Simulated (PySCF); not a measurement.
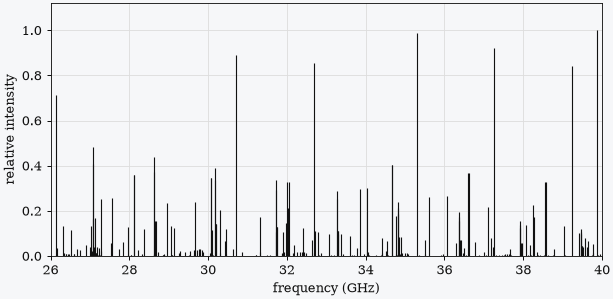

Simulated rotational absorption lines between 26 and 40 GHz at 5 K: rigid rotor with the equilibrium constants and dipole of one optimised conformer (PBE0-D3(BJ)/def2-SVP, PySCF), commonest isotopes; no centrifugal distortion, hyperfine structure, internal rotation or nuclear-spin weights; lines within 1 MHz of each other are summed.

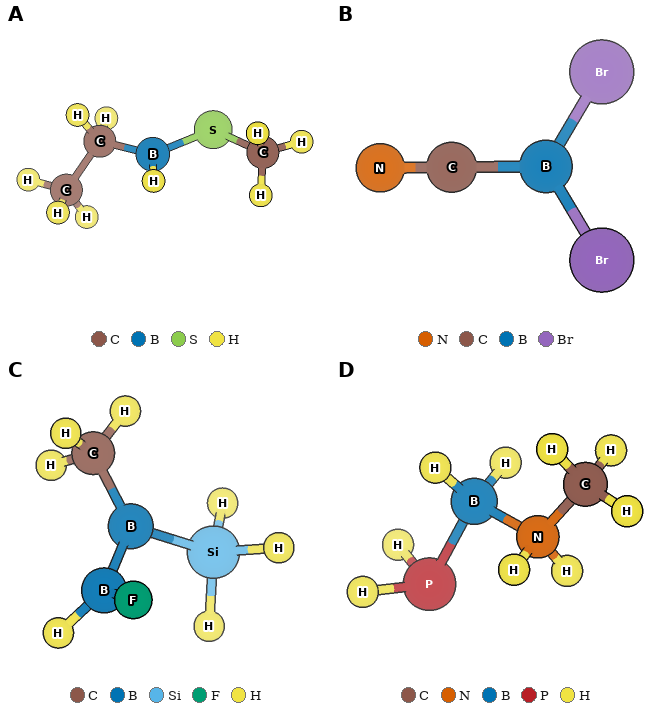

Which molecule gives this spectrum? Choose among the lettered structures.

Answer. Structure B, CBBr₂N, SMILES N#CB(Br)Br. Rotational constants A, B, C = 2.287, 1.169, 0.7737 GHz, |μa|, |μb|, |μc| = 0.00, 2.53, 0.00 D.

Known limits of this run: coarse grid, loose stop and no frequency check, small forces are noise and the end may be a saddle.
